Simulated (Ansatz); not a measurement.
System: H4HfO3S···HCl.

| atom | x (Å) | y (Å) | z (Å) |
| --- | --- | --- | --- |
| Hf | 0.0327 | 0.5119 | -0.2127 |
| Cl | 1.0511 | -1.2096 | 2.9262 |
| O | 1.6379 | -0.4071 | -0.7108 |
| H | 2.3350 | -0.9897 | -1.0115 |
| O | -0.7478 | 1.3585 | -1.7424 |
| H | -1.3184 | 1.6512 | -2.4526 |
| O | -1.3304 | -0.5935 | 0.5799 |
| H | -1.4665 | -1.3137 | 1.2009 |
| S | 0.6735 | 2.2895 | 1.4861 |
| H | 1.9664 | 2.3319 | 1.0755 |
| H | 1.0235 | 0.1266 | 2.8706 |

Core potentials replace the inner electrons of Hf; not at a stationary point (largest force 0.9 eV/Å).

Computed with Ansatz 0.2.0, RKS PBE0-D4/def2-SVP.

Question: What will maps of the electron density and electron localisation function show?

Answer: Hf1···Cl2 (3.72 Å): the density falls to about 0.03 e/Å³ on the way; the ELF dips to about 0 between them.
Hf–O (1.91 Å): the density is about 0.87 e/Å³ at the midpoint; the ELF peaks at about 0.80 in the valence shell of O, 0.6 Å from its nucleus, and drops to about 0.20 between the two atoms.
O–H (0.96 Å): ρ is about 3.7 e/Å³ halfway; the ELF climbs to about 1 towards the hydrogen, as it does in any bond to H; a covalent bond by its length.

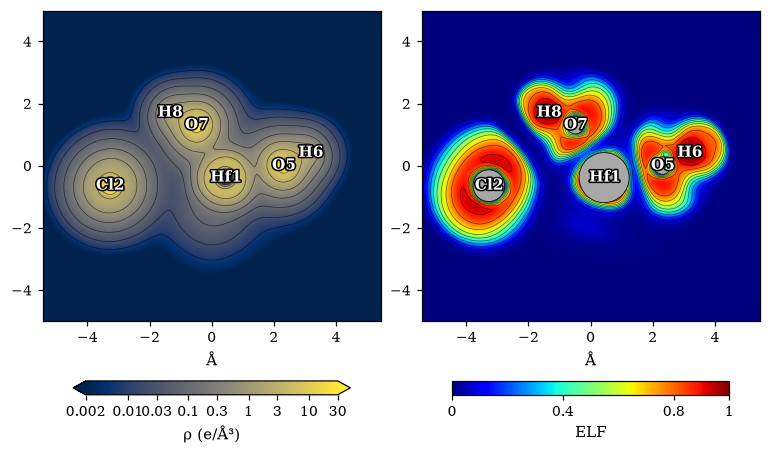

Computed electron density and electron localisation function on the plane of atoms O5, Hf1 and O7, in this order. Grey discs cover the atomic cores in the ELF map. 
